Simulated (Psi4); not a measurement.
# Run report: GeH3O, single-point calculation (part 1 of 2)

- system: GeH3O, multiplicity 2, SMILES [O][GeH3]
- method: CCSD(T)/cc-pVDZ, UHF (Psi4 1.11)

The geometry comes from this level: PBE0-D4/def2-TZVP.

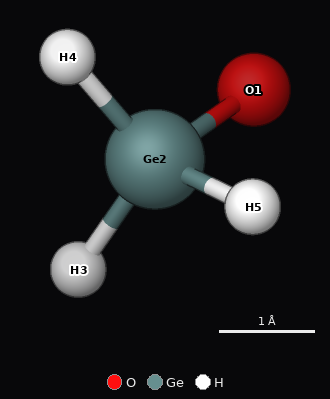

*The structure (ball-and-stick view, seen at a tilt; atoms are numbered from 1 in the order of the input). Sticks mark near contacts.*

### The input (input.json)
```
{
  "schema_name": "qcschema_input",
  "schema_version": 1,
  "molecule": {
    "schema_name": "qcschema_molecule",
    "schema_version": 2,
    "symbols": ["O", "Ge", "H", "H", "H"],
    "geometry": [-2.72857555, 0.79103936, 1.46888412, 0.1366272, -0.10639158, -0.10752542, -0.30651358, -0.17234302, -2.97575173, 1.03556992, -2.67982062, 0.89100587, 1.95718935, 2.02843202, 0.6451525],
    "molecular_charge": 0,
    "molecular_multiplicity": 2
  },
  "driver": "energy",
  "model": {
    "method": "ccsd(t)",
    "basis": "cc-pVDZ"
  },
  "keywords": {
    "reference": "uhf",
    "scf_type": "pk",
    "freeze_core": true
  }
}
```

Hardware: 1 thread of Intel Xeon (Sapphire Rapids), 16 GiB of memory available, shared host.

Command:
```bash
psi4 --qcschema input.json -n 1 --memory 1600MB
```

### Output
```
Psi4 1.11 release

   => Loading Basis Set <=

    Name: CC-PVDZ
    Role: ORBITAL
    Keyword: BASIS

         ---------------------------------------------------------
                                   SCF
                              UHF Reference
                        1 Threads,   1525 MiB Core
         ---------------------------------------------------------

  ==> Geometry <==

    Molecular point group: c1
    Full point group: C1

    Geometry (in Bohr), charge = 0, multiplicity = 2:

       Center              X                  Y                   Z               Mass
    ------------   -----------------  -----------------  -----------------  -----------------
         O           -2.396785499701     0.748454281465     1.317221996343    15.994914619570
         GE           0.468417250299    -0.148976658535    -0.259187543657    73.921177761000
         H            0.025276470299    -0.214928098535    -3.127413853657     1.007825032230
         H            1.367359970299    -2.722405698535     0.739343746343     1.007825032230
         H            2.288979400299     1.985846941465     0.493490376343     1.007825032230

  Running in c1 symmetry.

  Rotational constants: A =      2.59764  B =      0.35596  C =      0.35586 [cm^-1]
  Rotational constants: A =  77875.30264  B =  10671.26945  C =  10668.36848 [MHz]
  Nuclear repulsion =  113.909881341768397

  Charge       = 0
  Multiplicity = 2
  Electrons    = 43
  Nalpha       = 22
  Nbeta        = 21

  ==> Algorithm <==

  SCF Algorithm Type is PK.
  DIIS enabled.
  MOM disabled.
  Fractional occupation disabled.
  Guess Type is SAD.
  Energy threshold   = 1.00e-08
  Density threshold  = 1.00e-08
  Integral threshold = 1.00e-12

  ==> Primary Basis <==

  Basis Set: CC-PVDZ
    Blend: CC-PVDZ
    Number of shells: 26
    Number of basis functions: 56
    Number of Cartesian functions: 59
    Spherical Harmonics?: true
    Max angular momentum: 2

  ==> Integral Setup <==

  Using in-core PK algorithm.
   Calculation information:
      Number of atoms:                   5
      Number of AO shells:              26
      Number of primitives:            127
      Number of atomic orbitals:        59
      Number of basis functions:        56

      Integral cutoff                 1.00e-12
      Number of threads:                 1

  Performing in-core PK
  Using 2548812 doubles for integral storage.
  We computed 61773 shell quartets total.
  Whereas there are 61776 unique shell quartets.

  ==> DiskJK: Disk-Based J/K Matrices <==

    J tasked:                  Yes
    K tasked:                  Yes
    wK tasked:                  No
    Memory [MiB]:             1144
    Schwarz Cutoff:          1E-12

  Minimum eigenvalue in the overlap matrix is 1.9099964315E-02.
  Reciprocal condition number of the overlap matrix is 5.2612190600E-03.
    Using symmetric orthogonalization.

  ==> Pre-Iterations <==

  SCF Guess: Superposition of Atomic Densities via on-the-fly atomic UHF (no occupation information).

   -------------------------
    Irrep   Nso     Nmo
   -------------------------
     A         56      56
   -------------------------
    Total      56      56
   -------------------------

  ==> Iterations <==

                        Total Energy        Delta E     RMS |[F,P]|

   @UHF iter SAD: -2147.12212102960802   -2.14712e+03   0.00000e+00
   @UHF iter   1: -2151.30779388611563   -4.18567e+00   1.87931e-02 DIIS/ADIIS
   @UHF iter   2: -2151.84924936658626   -5.41455e-01   6.09665e-03 DIIS/ADIIS
   @UHF iter   3: -2151.89491170463634   -4.56623e-02   9.67768e-04 DIIS/ADIIS
   @UHF iter   4: -2151.89906196364427   -4.15026e-03   4.34525e-04 DIIS/ADIIS
   @UHF iter   5: -2151.89962910726626   -5.67144e-04   1.47989e-04 DIIS/ADIIS
   @UHF iter   6: -2151.89976294012013   -1.33833e-04   5.95303e-05 DIIS
   @UHF iter   7: -2151.89978760568829   -2.46656e-05   2.27375e-05 DIIS
   @UHF iter   8: -2151.89979185234415   -4.24666e-06   7.69056e-06 DIIS
   @UHF iter   9: -2151.89979236262934   -5.10285e-07   2.40208e-06 DIIS
   @UHF iter  10: -2151.89979240860657   -4.59772e-08   1.11079e-06 DIIS
   @UHF iter  11: -2151.89979242163236   -1.30258e-08   8.29921e-07 DIIS
   @UHF iter  12: -2151.89979243641028   -1.47779e-08   4.92593e-07 DIIS
   @UHF iter  13: -2151.89979244329334   -6.88306e-09   2.06680e-07 DIIS
   @UHF iter  14: -2151.89979244416236   -8.69022e-10   8.40376e-08 DIIS
   @UHF iter  15: -2151.89979244425513   -9.27685e-11   3.89644e-08 DIIS
   @UHF iter  16: -2151.89979244427150   -1.63709e-11   2.09050e-08 DIIS
   @UHF iter  17: -2151.89979244427559   -4.09273e-12   1.73439e-08 DIIS
   @UHF iter  18: -2151.89979244427968   -4.09273e-12   1.69570e-08 DIIS
   @UHF iter  19: -2151.89979244428423   -4.54747e-12   1.68502e-08 DIIS
   @UHF iter  20: -2151.89979244429378   -9.54969e-12   1.66230e-08 DIIS
   @UHF iter  21: -2151.89979244437018   -7.63976e-11   1.50578e-08 DIIS
   @UHF iter  22: -2151.89979244459664   -2.26464e-10   8.87571e-09 DIIS
  Energy and wave function converged.

  ==> Post-Iterations <==

   @Spin Contamination Metric:   6.997476584E-03
   @S^2 Expected:                7.500000000E-01
   @S^2 Observed:                7.569974766E-01
   @S   Expected:                5.000000000E-01
   @S   Observed:                5.000000000E-01

    Orbital Energies [Eh]
    ---------------------

    Alpha Occupied:

       1A   -405.317536     2A    -52.219257     3A    -46.308392
       4A    -46.307992     5A    -46.307891     6A    -20.607883
       7A     -7.239062     8A     -5.215330     9A     -5.213555
      10A     -5.213033    11A     -1.688479    12A     -1.682180
      13A     -1.681469    14A     -1.677229    15A     -1.677049
      16A     -1.330135    17A     -0.741510    18A     -0.637428
      19A     -0.557836    20A     -0.547073    21A     -0.485241
      22A     -0.468804

    Alpha Virtual:

      23A      0.126596    24A      0.179433    25A      0.189549
      26A      0.193045    27A      0.393383    28A      0.395838
      29A      0.424813    30A      0.512286    31A      0.561404
      32A      0.563763    33A      0.609800    34A      0.612907
      35A      0.676203    36A      0.932681    37A      1.073487
      38A      1.085721    39A      1.239821    40A      1.282369
      41A      1.311802    42A      1.453519    43A      1.616428
      44A      1.642166    45A      1.666729    46A      1.860105
      47A      1.867899    48A      2.018025    49A      2.043666
      50A      2.178327    51A      2.180382    52A      2.899706
      53A      2.902470    54A      2.980730    55A      3.035308
      56A      3.249050

    Beta Occupied:

       1A   -405.317809     2A    -52.219313     3A    -46.308531
       4A    -46.308061     5A    -46.307974     6A    -20.568398
       7A     -7.239509     8A     -5.216071     9A     -5.213683
      10A     -5.213186    11A     -1.687536    12A     -1.681936
      13A     -1.680783    14A     -1.677435    15A     -1.676965
      16A     -1.170667    17A     -0.731393    18A     -0.530159
      19A     -0.507660    20A     -0.492252    21A     -0.448101

    Beta Virtual:

      22A      0.085072    23A      0.133030    24A      0.194159
      25A      0.194297    26A      0.230316    27A      0.392998
      28A      0.395181    29A      0.428762    30A      0.517273
      31A      0.561497    32A      0.593046    33A      0.611043
      34A      0.613840    35A      0.679991    36A      0.943386
      37A      1.081842    38A      1.086335    39A      1.304936
      40A      1.336059    41A      1.407129    42A      1.455414
      43A      1.627433    44A      1.644733    45A      1.671939
      46A      1.862676    47A      1.872135    48A      2.029661
      49A      2.074116    50A      2.179659    51A      2.185048
      52A      3.019667    53A      3.019941    54A      3.055138
      55A      3.094601    56A      3.296883

    Final Occupation by Irrep:
              A
    DOCC [    21 ]
    SOCC [     1 ]
    NA   [    22 ]
    NB   [    21 ]

  @UHF Final Energy: -2151.89979244459664

   => Energetics <=

    Nuclear Repulsion Energy =            113.9098813417683971
    One-Electron Energy =               -3226.2975649893242007
    Two-Electron Energy =                 960.4878912029587354
    Total Energy =                      -2151.8997924445966419

  UHF NO Occupations:
  HONO-2 :   20  A 1.9993044
  HONO-1 :   21  A 1.9981548
  HONO-0 :   22  A 1.0000000
  LUNO+0 :   23  A 0.0018452
  LUNO+1 :   24  A 0.0006956
  LUNO+2 :   25  A 0.0004946
  LUNO+3 :   26  A 0.0004489

Computation Completed

Properties will be evaluated at   0.000000,   0.000000,   0.000000 [a0]

Properties computed using the SCF density matrix

 Multipole Moments:

 ------------------------------------------------------------------------------------
     Multipole            Electronic (a.u.)      Nuclear  (a.u.)        Total (a.u.)
 ------------------------------------------------------------------------------------

 L = 1.  Multiply by 2.5417464519 to convert [e a0] to [Debye]
 Dipole X            :          1.2057084           -0.5033161            0.7023922
 Dipole Y            :         -0.5210446            0.2688943           -0.2521503
 Dipole Z            :         -0.7565592            0.3491948           -0.4073644
 Magnitude           :                                                    0.8502237

 ------------------------------------------------------------------------------------

	total time  =          4 seconds =       0.07 minutes
 MINTS: Wrapper to libmints.

   Calculation information:
      Number of threads:                 1
      Number of atoms:                   5
      Number of AO shells:              26
      Number of SO shells:              26
      Number of primitives:            127
      Number of atomic orbitals:        59
      Number of basis functions:        56

      Number of irreps:                  1
      Integral cutoff                 1.00e-12
      Number of functions per irrep: [  56 ]

 OEINTS: Overlap, kinetic, potential, dipole, and quadrupole integrals
         stored in file 35.

      Computing two-electron integrals...done
      Computed 1206496 non-zero two-electron integrals.
        Stored in file 33.

	Wfn Parameters:
	--------------------
	Wavefunction         = CCSD_T
	Number of irreps     = 1
	Number of MOs        = 56
	Number of active MOs = 46
	AO-Basis             = NONE
	Semicanonical        = false
	Reference            = UHF
	Print Level          = 1
```
